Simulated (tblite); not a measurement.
**Frequency calculation, with input and output: C$_{3}$H$_{10}$FSi$_{2}$**

- system: C$_{3}$H$_{10}$FSi$_{2}$, multiplicity 2, SMILES C[SiH2]C[C](F)[SiH3]
- method: GFN2-xTB harmonic vibrations, gas phase (tblite 0.8.0)

It belongs to a series of runs on one base structure; here: H removed from sp3 C.

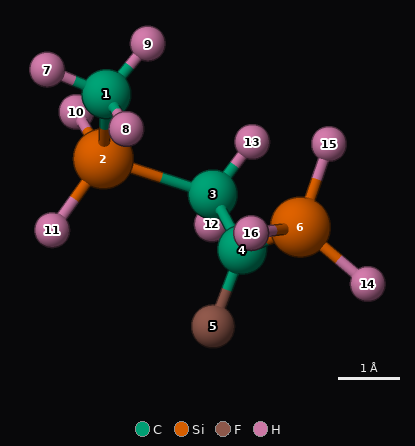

Figure 1. The input geometry (ball-and-stick view, seen at a tilt; atoms are numbered from 1 in the order of the input). Bond lengths as drawn: C–C 1.46 Å, C–F 1.37 Å, C–H 1.09 Å, C–Si 1.85 to 1.94 Å and H–Si 1.46 to 1.47 Å.

### The input
```
{"job": {"kind": "ir", "xc": "GFN2-xTB", "basis": "xTB"}, "charge": 0, "multiplicity": 2}
C     -1.855682     0.686671     0.863683
Si    -1.374970    -1.085225     0.394832
C      0.241978    -0.993617    -0.675238
C      1.378868    -0.521904     0.112033
F      1.918096    -1.487332     0.913931
Si     2.019129     1.204062     0.333052
H     -2.787618     0.704942     1.420446
H     -1.091280     1.152232     1.479726
H     -1.986961     1.308674    -0.017657
H     -2.407478    -1.716304    -0.437966
H     -1.105655    -1.906653     1.576937
H      0.430237    -1.999004    -1.055270
H      0.074239    -0.321276    -1.513248
H      3.475998     1.221810     0.172480
H      1.354829     1.997080    -0.702809
H      1.708671     1.764789     1.658624
```

The first line tells a small driver script what to run in tblite; the rest is the geometry in Å.

Launch command:
```bash
OMP_NUM_THREADS=1 python <driver script> task.json out
```

### What the program printed
```
mode    cm-1     km/mol
  1      38.3      0.52
  2      62.1      0.16
  3      74.5      1.18
  4     109.1      0.48
  5     125.9      0.65
  6     168.4      1.69
  7     230.0      1.04
  8     302.4      7.29
  9     363.2      8.94
 10     451.4     38.11
 11     510.1     57.73
 12     545.2      7.81
 13     562.6     89.82
 14     617.3     11.47
 15     652.0    143.35
 16     685.5     54.48
 17     749.8      4.65
 18     753.2    226.25
 19     767.4    112.81
 20     798.0    317.92
 21     811.1    164.70
 22     821.9    334.99
 23     827.5    104.54
 24     838.4    139.89
 25    1041.3     87.97
 26    1155.0     82.39
 27    1185.2     41.90
 28    1268.7      1.14
 29    1370.8     12.62
 30    1435.6      3.62
 31    1474.0      0.93
 32    1480.6      0.99
 33    2168.2    309.08
 34    2216.8    384.50
 35    2237.4    292.32
 36    2254.3    156.15
 37    2262.6    381.20
 38    2959.7     23.26
 39    3010.5     21.10
 40    3034.1     25.45
 41    3038.2     18.37
 42    3047.1     20.36
```

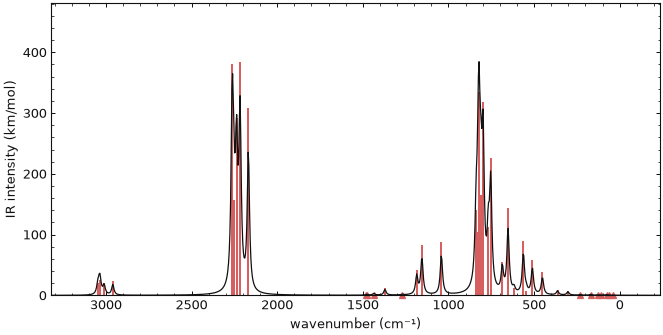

Figure 2. Harmonic infrared spectrum, unscaled: sticks (degenerate modes added up, dark ones marked on the axis) with a Lorentzian envelope of 16 cm⁻¹ full width, scaled to the tallest stick. 42 modes from 38 to 3047 cm⁻¹, none imaginary. The strongest line is at 2217 cm⁻¹ (384 km/mol).

### Summary

```json
{"quantity": "outcome", "value": "converged"}
{"quantity": "total energy", "value": "−534.4267 eV"}
{"quantity": "zero-point energy", "value": "69.3420 kcal/mol"}
{"quantity": "hardware", "value": "1 CPU thread, shared host"}
{"quantity": "peak memory", "value": "0.18 GiB"}
```
